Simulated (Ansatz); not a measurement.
# GeF2 (SMILES [F][Ge][F]): CCSD/def2-TZVPP

What is the electronic atomisation energy of GeF2 at CCSD/def2-TZVPP? 

Program for the calculation: Ansatz 0.2.0.

32 further runs of the same task are left out: 32 set aside as unsound or not needed.

## Step 1: The system as given

GeF2 has 3 atoms, charge 0, and is taken as a singlet. As SMILES, `[F][Ge][F]`. The shape is that of a PBE0-D4/def2-TZVP optimisation.

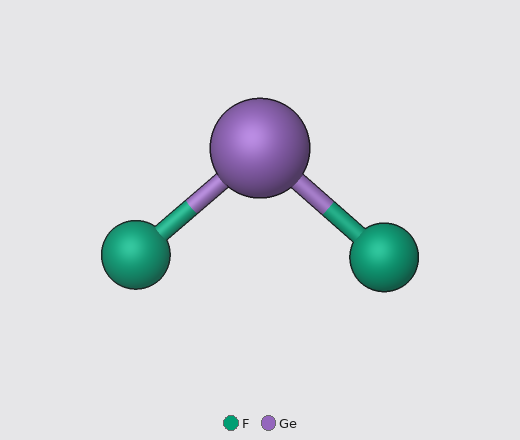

Viewed from a chosen angle; fluorine teal, germanium purple.

## Step 2: The energy at CCSD/def2-TZVPP

input.yaml

```yaml
basis:
  gaussian: {orbitals: def2-TZVPP}
crystal:
  periodic: [false, false, false]
  atoms:
    - {symbol: F, position_ang: [-0.675900, -1.101800, -0.497500]}
    - {symbol: Ge, position_ang: [0.637500, -0.295200, 0.320200]}
    - {symbol: F, position_ang: [0.027600, 1.332100, 0.164100]}
correlation: {method: ccsd, frozen_orbitals: {F: 1, Ge: 9}}
scf: {omitted_lower_state_checks: [cluster_reference, increment]}
accuracy: high
```

Run with:

```console
ansatz run input.yaml --threads 1 --pin off --max-ram 3480MiB --events-out events.jsonl --progress --plain --runs-dir runs
```

Log, shortened:

```text
Warning: RAYON_NUM_THREADS=1 ignored (pool sized by the plan → 1); use --threads N
Functional definition: HF
  name "HF"
[...]
1632 factors; integrals over basis functions are off by at most 5.2e-9 eV
[...]
mean field -61889.99540901 eV, -2274.4153807354 hartree, gradient 2.4e-8 eV, S^2 0.000000; 0 other end points of the search recorded, 0 dependent functions left out
11 core orbitals not correlated: weight in the atoms' cores, before any rotation towards them, 1.000 or more for the frozen orbitals, at most 0.000 for the correlated occupied ones
reference -61889.99540901 eV, -2274.4153807354 hartree; 14, 14 occupied and 85, 85 virtual orbitals, 1632 factors
second order -19.81765853 eV of doubles, -0.00000000 eV of singles
cycle   1  -19.11933870 eV  change    7.0e-1 eV  update   1.2e-1
[...]
cycle  21  -19.72847838 eV  change   1.3e-10 eV  update   1.0e-9
Total energy: -61909.72388739 eV, -2275.1403889434 hartree
Checks for a lower state left out: cluster_reference, increment
```

Wall time 14 s (1 thread of Intel Xeon 6975P-C (Granite Rapids), shared host); peak memory 0.61 GiB.

## Step 3: The F atom, same level

run.yaml

```yaml
crystal:
  periodic: [false, false, false]
  atoms:
    - {symbol: F, position_ang: [0.000000, 0.000000, 0.000000]}
basis:
  gaussian:
    orbitals: def2-TZVPP
magnetization:
  spin_polarized: true
  initial_magnetization: 1
correlation:
  method: ccsd
  frozen_orbitals: {F: 1}
accuracy: high
scf:
  omitted_lower_state_checks: [cluster_reference, increment]
```

Run with:

```console
ansatz run run.yaml --threads 1 --pin off --max-ram 3480MiB --events-out events.jsonl --progress --plain --runs-dir runs
```

Log, shortened:

```text
Warning: RAYON_NUM_THREADS=1 ignored (pool sized by the plan → 1); use --threads N
[... 2 set-up lines as earlier in the session ...]
[...]
309 factors; integrals over basis functions are off by at most 2.5e-9 eV
[...]
mean field -2705.13284640 eV, -99.4117985004 hartree, gradient 2.0e-8 eV, S^2 0.753678; 3 other end points of the search recorded, 0 dependent functions left out
1 core orbitals not correlated: weight in the atoms' cores, before any rotation towards them, 1.000 or more for the frozen orbitals, at most 0.000 for the correlated occupied ones
reference -2705.13284640 eV, -99.4117985004 hartree; 4, 3 occupied and 26, 27 virtual orbitals, 309 factors
second order -5.38216567 eV of doubles, -0.00000000 eV of singles
cycle   1  -5.62213257 eV  change   -2.4e-1 eV  update   2.6e-2
[...]
cycle  16  -5.70960453 eV  change   5.8e-10 eV  update  1.6e-10
Total energy: -2710.84245093 eV, -99.6216225967 hartree
Checks for a lower state left out: cluster_reference, increment
```

It took 0.44 s on 1 thread of Intel Xeon 6975P-C (Granite Rapids), shared host.

## Step 4: The Ge atom, same level

molecule.yaml

```yaml
crystal:
  periodic: [false, false, false]
  atoms:
    - {symbol: Ge, position_ang: [0.000000, 0.000000, 0.000000]}
basis:
  gaussian:
    orbitals: def2-TZVPP
magnetization:
  spin_polarized: true
  initial_magnetization: 2
correlation:
  method: ccsd
  frozen_orbitals: {Ge: 9}
accuracy: high
scf:
  omitted_lower_state_checks: [cluster_reference, increment]
```

Run the same way, it converges to -2075.50982 Eh (log not shown).

## Step 5: Outcome

Level: CCSD/def2-TZVPP, 11 core orbitals frozen.

| quantity | value |
| --- | --- |
| molecule: total energy | -2275.14039 Eh |
| molecule: correlation energy (11 core orbitals frozen) | -725.0 mEh |
| molecule: T1 diagnostic | 0.015 |
| F atom: total energy | -99.62162 Eh |
| F atom: correlation energy (1 core orbital frozen) | -209.8 mEh |
| F atom: ⟨S²⟩ of the reference determinant | 0.754 |
| F atom: T1 diagnostic | 0.006 |
| Ge atom: total energy | -2075.50982 Eh |
| Ge atom: correlation energy (9 core orbitals frozen) | -188.8 mEh |
| Ge atom: ⟨S²⟩ of the reference determinant | 2.011 |
| Ge atom: T1 diagnostic | 0.009 |
| electronic atomisation energy | 10.540 eV |

**Reading.** Taking the molecule apart into free atoms costs 10.54 eV (243 kcal/mol), before zero-point energy and without spin-orbit coupling.
